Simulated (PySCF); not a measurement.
**C2H7AlO (SMILES C[CH2][AlH][OH]) at 6 levels**

We compute a comparison of 6 runs (HF/def2-SVP, B3LYP/6-31G, B3LYP/6-31G*, B3LYP/def2-TZVP, TPSS/def2-TZVP, CCSD(T)/pcseg-1) of C2H7AlO. Input form: a Python script.

Program for the calculation: PySCF 2.14.0.

### Step 1. The molecule

C2H7AlO: 11 atoms, total charge 0, spin state singlet. SMILES: `C[CH2][AlH][OH]`. Geometry: relaxed at PBE0-D4/def2-TZVP. This is one conformer, not always the lowest.

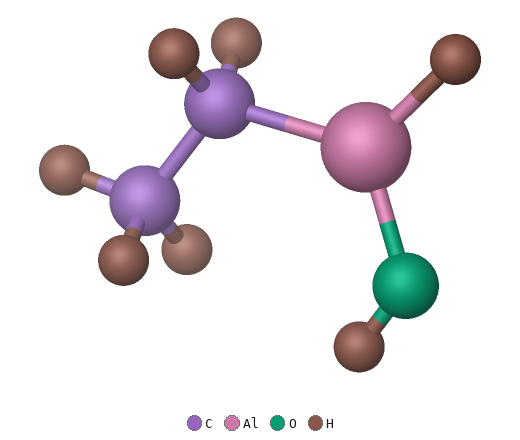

Viewed from a chosen angle; carbon purple, aluminium pink, oxygen teal, hydrogen brown.

### Step 2. Energy and forces at HF/def2-SVP (run 1)

job.py

```python
# C[CH2][AlH][OH]
from pyscf import gto, scf

mol = gto.Mole()
mol.atom = '''
C       -1.111600       0.829400       0.106400
C        0.175900       0.388000       0.802000
Al       1.254500      -0.947900      -0.137800
O        0.762600      -1.576800      -1.639300
H       -1.791000      -0.011900      -0.058700
H       -1.662600       1.575000       0.687600
H       -0.910600       1.273300      -0.872900
H       -0.049300      -0.010000       1.800700
H        0.818800       1.256800       0.997900
H        2.622300      -1.522700       0.412400
H       -0.043800      -1.310100      -2.077800
'''
mol.max_memory = 1860
mol.spin = 0
mol.charge = 0
mol.verbose = 4
mol.basis = 'def2-svp'
mol.build()

mf = scf.RHF(mol)
mf.conv_tol = 1e-10
mf.kernel()
if not mf.converged:
    mf = mf.newton().run(mf.mo_coeff, mf.mo_occ)

energy = mf.e_tot
print('E = %.10f Eh' % energy)
grad = mf.nuc_grad_method().kernel()
mf.analyze()
```

Command:

```
$ OMP_NUM_THREADS=1 python job.py
```

What it wrote:

```text
PySCF version 2.14.0

[... 91 lines left out ...]
MO #5   energy= -4.87298892557064  occ= 2
[... 17 lines left out ...]
MO #23  energy= 0.163979390831301  occ= 0
[... 17 lines left out ...]
MO #41  energy= 0.690876922126919  occ= 0
[... 17 lines left out ...]
MO #59  energy= 1.4466640558782    occ= 0
[... 17 lines left out ...]
MO #77  energy= 2.34994560784606   occ= 0
[... 17 lines left out ...]
MO #95  energy= 4.14108495264611   occ= 0
[... 109 lines left out ...]
Dipole moment(X, Y, Z, Debye): -1.49789,  1.26471,  0.39208
```

Wall time 20 s (1 thread of Intel Xeon at 2.50GHz (Skylake/Cascade Lake), shared host); peak memory 0.2 GiB.

### Step 3. Energy and gradient at B3LYP/6-31G (run 2)

job.py

```python
from pyscf import gto, dft

mol = gto.Mole()
mol.atom = '''
C       -1.111600       0.829400       0.106400
C        0.175900       0.388000       0.802000
Al       1.254500      -0.947900      -0.137800
O        0.762600      -1.576800      -1.639300
H       -1.791000      -0.011900      -0.058700
H       -1.662600       1.575000       0.687600
H       -0.910600       1.273300      -0.872900
H       -0.049300      -0.010000       1.800700
H        0.818800       1.256800       0.997900
H        2.622300      -1.522700       0.412400
H       -0.043800      -1.310100      -2.077800
'''
mol.basis = '6-31g'
mol.verbose = 3
mol.max_memory = 1860
mol.build()

myscf = dft.RKS(mol, xc='b3lyp')
myscf.grids.level = 5
myscf.conv_tol = 1e-10
myscf.kernel()
if not myscf.converged:
    myscf = myscf.newton().run(myscf.mo_coeff, myscf.mo_occ)

e_tot = myscf.e_tot
print('Final energy', e_tot)
grad = myscf.nuc_grad_method().kernel()
dip = myscf.dip_moment()
pop, q = myscf.mulliken_pop()
```

Command:

```
$ OMP_NUM_THREADS=1 python job.py
```

What it wrote:

```text
converged SCF energy = -398.06892751681
Final energy -398.0689275168097
[... 8 lines left out ...]
Dipole moment(X, Y, Z, Debye): -1.74728,  1.56239,  0.59065
[... 66 lines left out ...]
charge of   10H =      0.38418
```

It took 45 s on 1 thread of Intel Xeon at 2.50GHz (Skylake/Cascade Lake), shared host; peak memory 0.56 GiB.

Runs 3 to 5 aren't shown in full; the table further down has their settings and results.

### Step 4. A single-point energy at CCSD(T)/pcseg-1 (run 6)

calc.py

```python
from pyscf import gto, cc

molecule = gto.Mole()
molecule.atom = '''
C     -1.111600     0.829400     0.106400
C      0.175900     0.388000     0.802000
Al     1.254500    -0.947900    -0.137800
O      0.762600    -1.576800    -1.639300
H     -1.791000    -0.011900    -0.058700
H     -1.662600     1.575000     0.687600
H     -0.910600     1.273300    -0.872900
H     -0.049300    -0.010000     1.800700
H      0.818800     1.256800     0.997900
H      2.622300    -1.522700     0.412400
H     -0.043800    -1.310100    -2.077800
'''
molecule.basis = 'pcseg-1'
molecule.max_memory = 1860
molecule.spin = 0
molecule.verbose = 4
molecule.build()

hf = molecule.RHF()
hf.conv_tol = 1e-10
hf.kernel()
if not hf.converged:
    hf = hf.newton().run(hf.mo_coeff, hf.mo_occ)

mycc = cc.CCSD(hf, frozen=8)
mycc.kernel()
e_t = mycc.ccsd_t()
etot = mycc.e_tot + e_t
print('E = %.10f Eh' % etot)
hf.analyze()
```

Command:

```
$ OMP_NUM_THREADS=1 python calc.py
```

What it wrote:

```text
PySCF version 2.14.0

[... 107 lines left out ...]
MO #5   energy= -4.87677924775106  occ= 2
[... 17 lines left out ...]
MO #23  energy= 0.125734857704108  occ= 0
[... 17 lines left out ...]
MO #41  energy= 0.758737889170692  occ= 0
[... 17 lines left out ...]
MO #59  energy= 1.57947999302787   occ= 0
[... 17 lines left out ...]
MO #77  energy= 2.59014189144186   occ= 0
[... 17 lines left out ...]
MO #95  energy= 3.93310814339827   occ= 0
[... 109 lines left out ...]
Dipole moment(X, Y, Z, Debye): -1.41584,  1.34834,  0.60931
```

It took 56 s on 1 thread of Intel Xeon at 2.50GHz (Skylake/Cascade Lake), shared host; peak memory 0.54 GiB.

### Step 5. The series

| run | level | integration grid | task | energy (Eh) | dipole moment (D) of the reference | HOMO energy (eV) | LUMO energy (eV) | wall time |
| --- | --- | --- | --- | --- | --- | --- | --- | --- |
| 1 | HF/def2-SVP | – | gradient | -396.448448 | 2.00 | -10.63 | 2.49 | 20 s |
| 2 | B3LYP/6-31G | 5 | gradient | -398.068928 | 2.42 | -7.21 | -0.64 | 45 s |
| 3 | B3LYP/6-31G* (spherical functions) | 5 | gradient | -398.122092 | 1.99 | -7.11 | -0.47 | 54 s |
| 4 | B3LYP/def2-TZVP | 5 | gradient | -398.232618 | 1.89 | -7.32 | -0.67 | 3.9 min |
| 5 | TPSS/def2-TZVP | 5 | gradient | -398.243056 | 1.84 | -6.37 | -1.02 | 5.3 min |
| 6 | CCSD(T)/pcseg-1 | – | energy | -397.175886 | 2.05 | -10.71 | 1.95 | 56 s |

### Step 6. What came out

| quantity | value |
| --- | --- |
| run 6: total energy | -397.17589 Eh |
| run 6: dipole moment (Hartree–Fock density) | 2.05 D |
| run 6: HOMO energy (Hartree–Fock orbitals) | -10.71 eV |
| run 6: LUMO energy (Hartree–Fock orbitals) | 1.95 eV |
| run 6: HOMO–LUMO gap (Hartree–Fock orbitals) | 12.66 eV |
| run 6: correlation energy (8 core orbitals frozen) | -598.6 mEh |
| run 6: (T) correction | -13.64 mEh |
| run 6: T1 diagnostic | 0.011 |

Over runs 1, 2, 3, 4, 5 the dipole moment (its size) runs from 1.84 D (TPSS/def2-TZVP) to 2.42 D (B3LYP/6-31G). The two ends differ in method and basis. Over runs 1, 2, 3, 4, 5 the HOMO–LUMO gap runs from 5.35 eV (TPSS/def2-TZVP) to 13.12 eV (HF/def2-SVP). Totals of different functionals can't be ranked against each other. All runs together took 12 min, the longest 5.3 min.
